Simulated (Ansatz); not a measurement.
## CH₇FN₂Si: a changed input and its effect

System: CH₇FN₂Si, SMILES CN[SiH](N)F.
Method of run 1: RKS SPW92 (LDA)/def2-TZVPP (Ansatz 0.2.0).

The geometry comes from this level: PBE0-D4/def2-TZVP. Text and figures count atoms from 1; the logs count them from 0 in places.

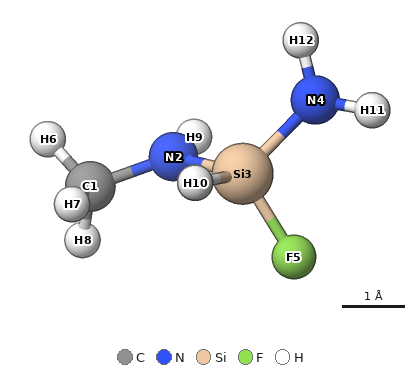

The input geometry (ball-and-stick view, seen at a tilt; atoms are numbered from 1 in the order of the input).

### Input file, run 1
```yaml
crystal:
  periodic: [false, false, false]
  atoms:
    - {symbol: C, position_ang: [-1.430410, 1.177156, 0.532099]}
    - {symbol: N, position_ang: [-0.090991, 0.691439, 0.282075]}
    - {symbol: Si, position_ang: [0.310229, -0.719099, -0.562366]}
    - {symbol: N, position_ang: [1.879226, -1.180872, -0.098267]}
    - {symbol: F, position_ang: [0.415385, -0.589161, -2.158829]}
    - {symbol: H, position_ang: [-1.539704, 1.534683, 1.560606]}
    - {symbol: H, position_ang: [-2.144698, 0.362302, 0.394453]}
    - {symbol: H, position_ang: [-1.722755, 1.987917, -0.144799]}
    - {symbol: H, position_ang: [0.632620, 1.378307, 0.426411]}
    - {symbol: H, position_ang: [-0.815017, -1.661344, -0.348114]}
    - {symbol: H, position_ang: [2.459600, -1.721558, -0.717057]}
    - {symbol: H, position_ang: [2.123517, -1.314968, 0.867789]}
basis:
  gaussian: {orbitals: def2-TZVPP}
hamiltonian: {xc: lda}
output: {orbitals: {seedname: orbitals}}
```

Hardware: 4 CPU threads, shared host.

### Output (run 1)
```
Functional definition: SPW92
  exchange = slater_x
  correlation = pw_c
1347 factors; their error is unknown
mean field evaluation 1: about -14627.7240 eV, gradient 1.0e2 eV
mean field evaluation 2: about -14569.5112 eV, gradient 1.8e2 eV
mean field evaluation 4: about -14647.7792 eV, gradient 2.1e1 eV
mean field evaluation 8: about -14648.4868 eV, gradient 3.4e-1 eV
mean field evaluation 16: about -14648.4604 eV, gradient 3.5e-4 eV
mean field -14648.46036664 eV, -538.3209893910 hartree, gradient 2.7e-5 eV, S^2 0.000000; 0 other end points of the search recorded, 0 dependent functions left out
reference -14648.46040822 eV, -538.3209909190 hartree; 25, 25 occupied and 239, 239 virtual orbitals, 1347 factors
Total energy: -14648.46040822 eV, -538.3209909190 hartree
```

For run 2 the input was changed thus:
```diff
-hamiltonian: {xc: lda}
+hamiltonian: {xc: {name: revPBE}, dispersion: d4}
```

What does this change do to the results?

The total energies belong to different models, so their difference says nothing on which is more stable or more accurate. The HOMO goes from −5.87 to −5.67 eV. The LUMO goes from 0.13 to 0.31 eV.

### Output (run 2)
```
Functional definition: revPBE
  parameter kappa = 1.245
  parameter beta = 0.06672455060314922
  exchange = pbe_x(kappa = kappa, mu = beta*pi^2/3)
  correlation = pbe_c(beta = beta)
1347 factors; their error is unknown
mean field evaluation 1: about -14709.4723 eV, gradient 1.0e2 eV
mean field evaluation 2: about -14659.2850 eV, gradient 1.7e2 eV
mean field evaluation 4: about -14727.8239 eV, gradient 1.8e1 eV
mean field evaluation 8: about -14728.3594 eV, gradient 3.0e-1 eV
mean field evaluation 16: about -14728.3295 eV, gradient 4.5e-4 eV
mean field -14728.32946360 eV, -541.2561245672 hartree, gradient 2.3e-5 eV, S^2 0.000000; 0 other end points of the search recorded, 0 dependent functions left out
reference -14728.32951938 eV, -541.2561266167 hartree; 25, 25 occupied and 239, 239 virtual orbitals, 1347 factors
Total energy: -14729.07389241 eV, -541.2834818212 hartree
```

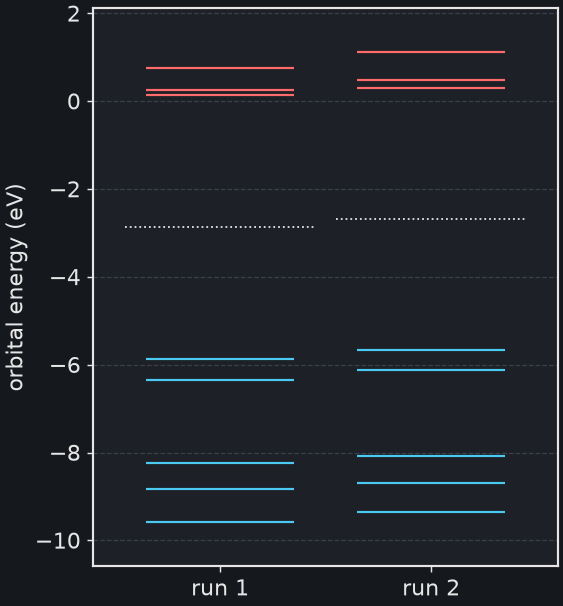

The five highest filled and three lowest empty orbital energies of the two runs; the dotted lines part filled from empty levels. The HOMO–LUMO gap is 6.01 eV in run 1 and 5.98 eV in run 2.

### The two runs side by side

| quantity | run 1 | run 2 |
| --- | --- | --- |
| outcome | converged | converged |
| total energy (hartree) | −538.320991 | −541.283482 |
| HOMO (eV) | −5.87 | −5.67 |
| LUMO (eV) | 0.13 | 0.31 |
| basis functions | 264 | 264 |
| wall time (shared host) | 0.8 s | 1.1 s |
